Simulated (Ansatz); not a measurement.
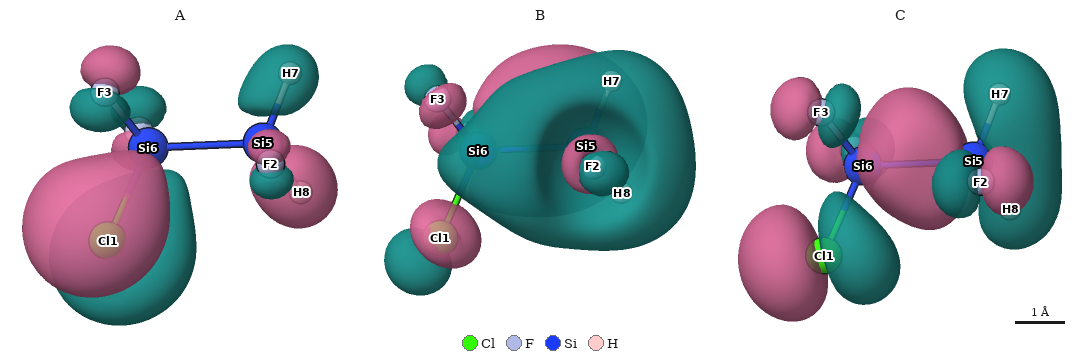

The picture shows: ClF₃H₂Si₂ (SMILES F[SiH2][Si](F)(F)Cl). Three frontier orbitals at ±0.06 Å⁻³ᐟ² (teal and pink are the two phases), in no order.

Geometry: PBE0-D3(BJ)/def2-SVP.

Level of theory: isolated molecule in a Gaussian basis; Kohn-Sham density functional theory, functional PBE0 (Ansatz 0.2.0).

```xyz
8

Cl    2.2060   -1.0485    2.5428
F     1.5351   -0.0208   -1.2168
F    -0.4388    0.1934    2.0165
F    -0.4163   -2.3879    2.1344
Si    0.6364   -1.2836   -0.7253
Si    0.4032   -1.1108    1.5891
H    -0.6910   -1.2296   -1.3961
H     1.3490   -2.5473   -1.0570
```

> Order the three orbitals by energy and name them.

A is the HOMO−1 (−10.19 eV). It lies mainly on Cl1 (about 85 %); largely a lone pair of Cl1. C is the HOMO (−9.27 eV). By Hirshfeld shares it lies mainly on Si5 (about 25 %), Si6 (about 25 %), Cl1 (about 25 %), F2 (about 5 %) and H7 (about 5 %). B is the LUMO (−1.46 eV). Its weight (Hirshfeld) is mainly on Si5 (about 45 %), Si6 (about 25 %) and F2 (about 10 %).

> What is the HOMO–LUMO gap?

7.81 eV between the orbital energies.
